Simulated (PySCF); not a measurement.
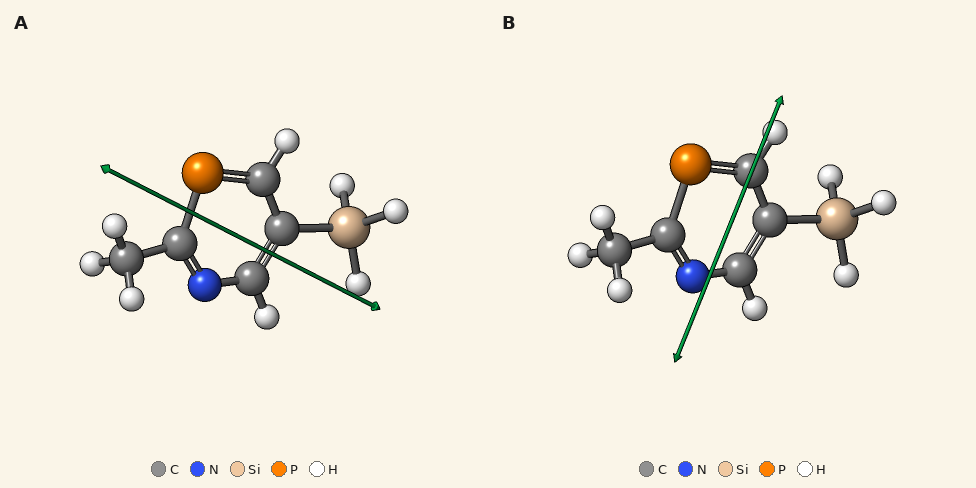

The double arrows show the directions of two transition dipoles from the ground state (lengths mean nothing). Computed geometry: GFN2-xTB optimisation. No frequency run is at hand to confirm it as a minimum. Level of theory: TDDFT CAM-B3LYP/def2-SVPD, vertical, gas phase, core orbitals frozen in the response (PySCF 2.14.0).

> One belongs to singlet state 3 and one to singlet state 4. Which is which?

A: state 3, 4.67 eV (266 nm), oscillator strength 0.090, mainly HOMO−1 → LUMO (weight 0.56).
B: state 4, 5.12 eV (242 nm), oscillator strength 0.11, mainly HOMO−1 → LUMO+1 (weight 0.51).

The geometry is semi-empirical. Around P, Si such bond lengths and angles can be off by a tenth of an ångström or more and by several degrees, and values that hang on the shape move with them.
